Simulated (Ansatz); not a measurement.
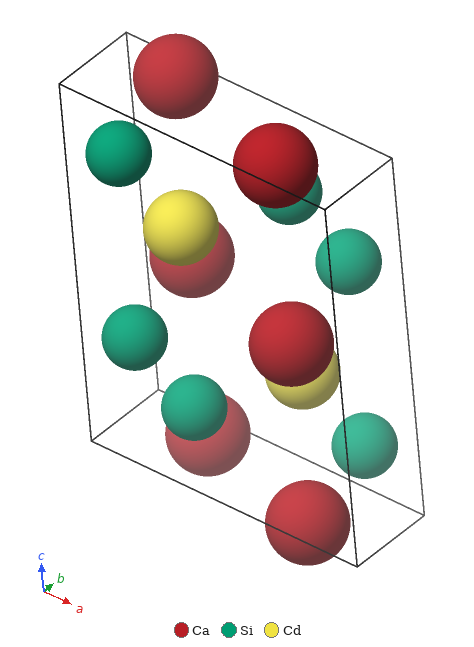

An orthographic spheres-only view of the structure, slightly off an axis. The cell (the run's own, in a reduced setting) is outlined; an atom on or near a face, edge or corner is repeated at each equivalent position.

```yaml
crystal:
  lattice:
    - [4.25096, 0.00000, 4.42019]
    - [4.25096, 0.00000, -4.42019]
    - [-4.25096, 7.35726, 0.00000]
  atoms:
    - { symbol: Ca, position: [0.24885, 0.75115, 0.00000] }
    - { symbol: Ca, position: [0.75115, 0.24885, 0.00000] }
    - { symbol: Ca, position: [0.75000, 0.25000, 0.50000] }
    - { symbol: Ca, position: [0.25000, 0.75000, 0.50000] }
    - { symbol: Si, position: [0.32473, 0.32473, 0.16140] }
    - { symbol: Si, position: [0.67527, 0.67527, 0.83860] }
    - { symbol: Si, position: [0.16333, 0.16333, 0.83860] }
    - { symbol: Si, position: [0.83667, 0.83667, 0.16140] }
    - { symbol: Si, position: [0.16180, 0.16180, 0.32360] }
    - { symbol: Si, position: [0.83820, 0.83820, 0.67640] }
    - { symbol: Cd, position: [0.66668, 0.66668, 0.33336] }
    - { symbol: Cd, position: [0.33332, 0.33332, 0.66664] }
```

Results below were computed with DFT, PAW plane waves, PBE in Ansatz 0.2.0; the settings were plane-wave cutoff 420 eV, k-points about 0.24 Å⁻¹ apart, tetrahedron occupations, no spin polarisation.

Question: Predict the Bader charges.

Answer: Ca +1.34 e; Cd -0.50 e; Si -0.75 to -0.71 e.

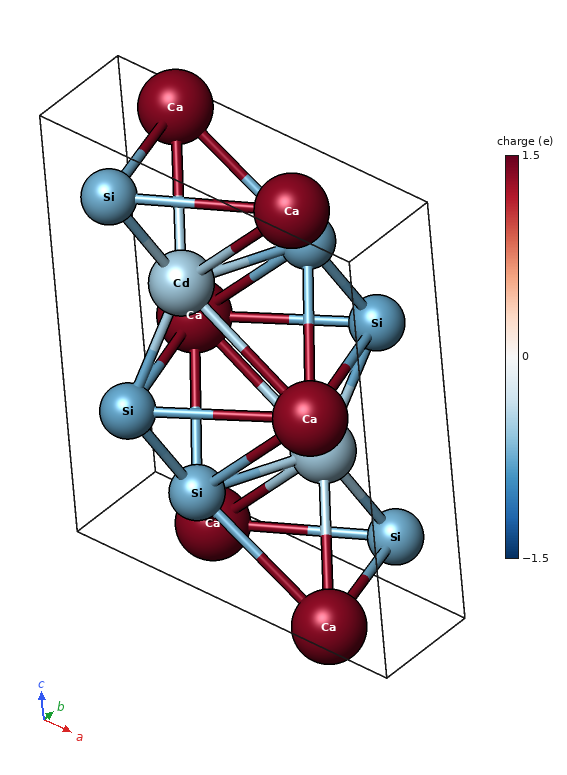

The atoms coloured by those charges.

Where the cell comes from: a generated cell, made by putting these elements into a known structure type (the compound may or may not exist in this form). No relaxation was applied. Ansatz was used for an electronic-structure calculation on it.
